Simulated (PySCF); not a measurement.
C4H8O2Si

The calculation's input:

```
{"job": {"xc": "CAM-B3LYP", "basis": "pcSseg-1", "solvent": "acetone", "kind": "nmr", "pop": true}, "charge": 0, "multiplicity": 1}
C      2.531641    -0.566539     0.330711
C      1.368123    -0.476556    -0.284289
C      0.227696     0.371622     0.184564
C     -0.889439    -0.505049     0.821952
O     -2.123295    -0.094817     0.319469
Si    -1.972059     0.906841    -0.970589
O     -0.345407     1.059626    -0.896966
H      2.742844    -0.007748     1.227498
H      3.318438    -1.204891    -0.032295
H      1.163510    -1.031832    -1.189114
H      0.578435     1.114498     0.911957
H     -0.730160    -1.559135     0.566816
H     -0.895212    -0.402878     1.909856
H     -2.333755     0.247296    -2.215485
H     -2.645775     2.157550    -0.667693
```

Run with:

```sh
OMP_NUM_THREADS=1 python ens_run.py task.json out
```

Geometry: GFN2-xTB.

Method: CAM-B3LYP/pcSseg-1, SCF density, in a acetone solvent model, non-relativistic in PySCF 2.14.0.

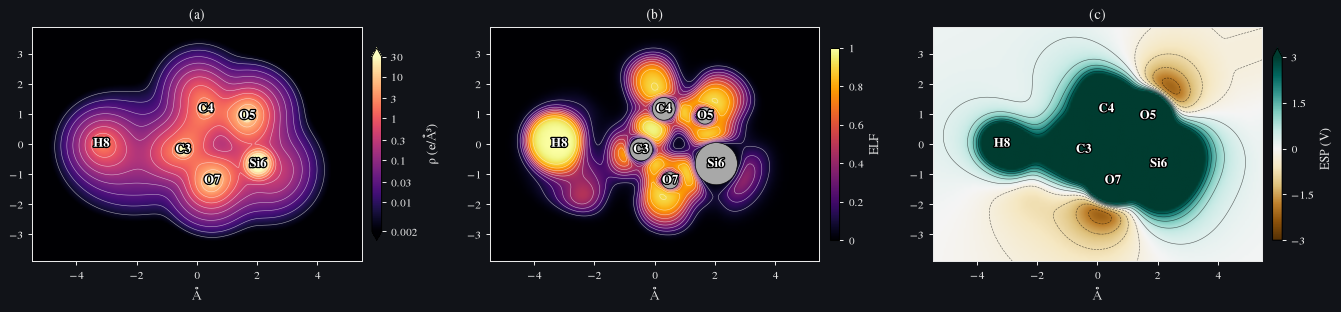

Figure 1. (a) electron density; (b) electron localisation function; (c) electrostatic potential on the plane of atoms O5, Si6 and O7. Grey discs cover the atomic cores in the ELF map.

Q: Describe what can be read from this map.

A: Atoms in the plane: C, O, Si and H.
C–O (1.39 Å): the density is about 2.1 e/Å³ at the midpoint, with its minimum of 1.8 e/Å³ about 0.5 Å from C; the ELF peaks at about 0.90 between the atoms; a shared but strongly polarised pair.
Si–O (1.64 Å): the density is about 1.2 e/Å³ at the midpoint; the ELF peaks at about 0.90 between the atoms, as expected for a polar covalent bond.
The ELF also peaks beside O7 and O5, away from the bonds: lone-pair regions.
Outside the dense part of the molecule the potential is most negative (−2.2 V) near O7.

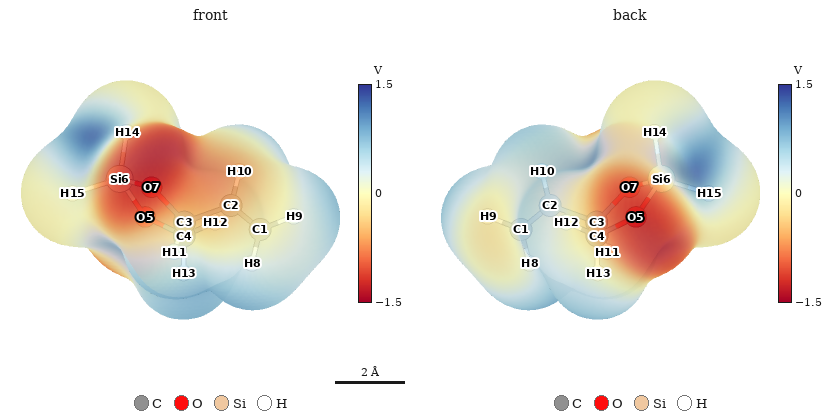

Figure 2. The molecular electrostatic potential painted on the density surface at 0.001 e/bohr³, seen from the front and from behind; the colour scale runs from red (negative) to blue (positive).

Q: Describe the electrostatic potential map.

A: The most negative region (about −1.4 V, or −32 kcal/mol for a unit charge) lies over O7, the most positive (about +1.2 V, or +28 kcal/mol for a unit charge) over Si6. O7 is the likeliest acceptor of a hydrogen bond.
